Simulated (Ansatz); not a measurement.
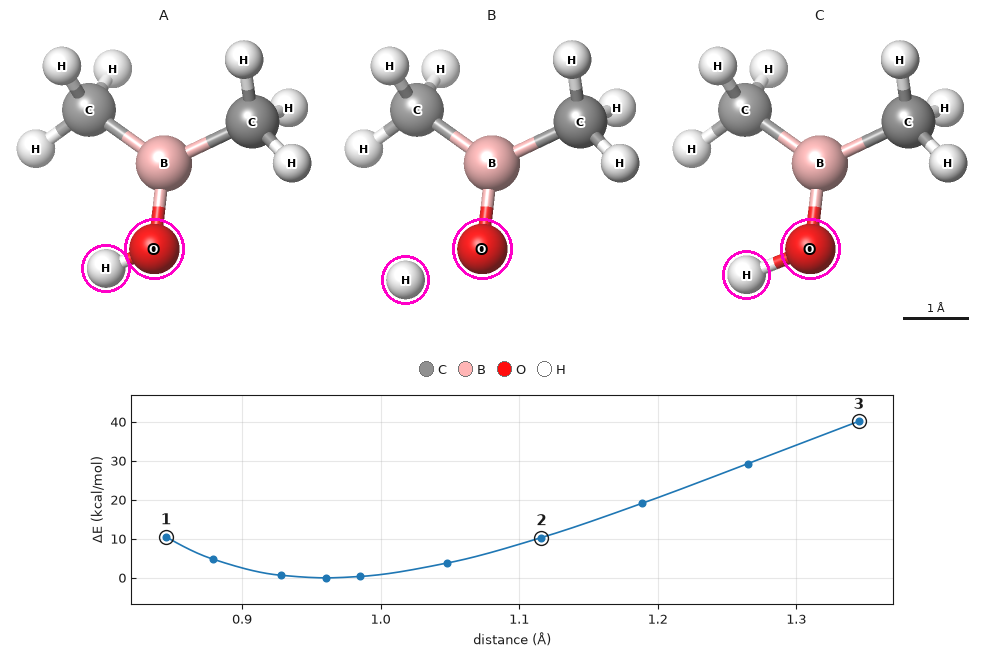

C$_{2}$H$_{7}$BO: the O–H bond length is varied, with the rest of the molecule carried along rigidly. The frames are shuffled; the numbered points of the plot belong to them. Style: ball-and-stick. Shown at a tilt. The ringed atoms are those of the scanned coordinate.

Computed with Ansatz: CCSD(T), basis def2-TZVPP, on geometries moved rigidly from the minimum at PBE0-D4/def2-TZVP. Coupled cluster with a frozen core. Energies are counted from the PBE0-D4/def2-TZVP minimum geometry at the same level.

Which frame belongs to which numbered point?

Point 1 is frame A (the distance 0.845 Å, 10.5 kcal/mol); 2 is frame C (the distance 1.116 Å, 10.3 kcal/mol); 3 is frame B (the distance 1.345 Å, 40.1 kcal/mol). Of the computed points the lowest is at the distance 0.961 Å, 0.0 kcal/mol. The end points stand at 10.5 kcal/mol (0.845 Å) and 40.1 kcal/mol (1.345 Å). The curvature at the lowest point is about 53 eV/Å² (8.5 mdyn/Å). The well is steeper on the short side, as for any bond.
